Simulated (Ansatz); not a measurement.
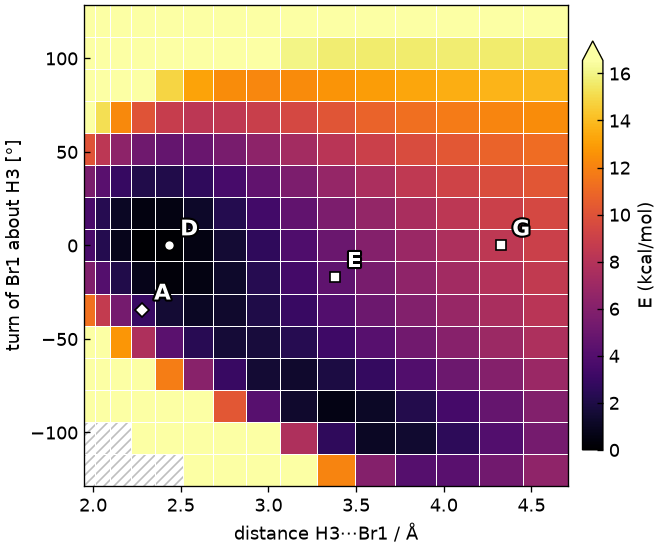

The pair Br···H₂O, charge −1. The turn is about an axis along (0.97, −0.24, −0.00) in the frame of the relaxed pair, normal to the line between the partners. Coordinates scanned: (1) distance H3···Br1; (2) turn of Br1 about H3. The grid has 15 × 15 points. At 8 points there is no value (left out of the scan, as a rule where atoms come close). Points are written as (first, second). All energies are given in kcal/mol relative to the lowest grid point. Energies and slopes of some neighbouring points disagree (a jump in structure or state, or too coarse a mesh). The calculation used RKS B3LYP-D4/def2-TZVPD in Ansatz 0.2.0.

The picture shows one coloured cell a grid point, one colour for all values above the top of the scale, hatched blanks where no value was computed, lettered points.

Is G the lowest point of the computed grid?

Answer. No. G lies 8.4 kcal/mol above the lowest grid point, which is at (2.430 Å, 0.0°).

Rank the lettered points by energy, lowest first.

Answer. D (0.0 kcal/mol), A (2.9 kcal/mol), E (4.5 kcal/mol), G (8.4 kcal/mol).
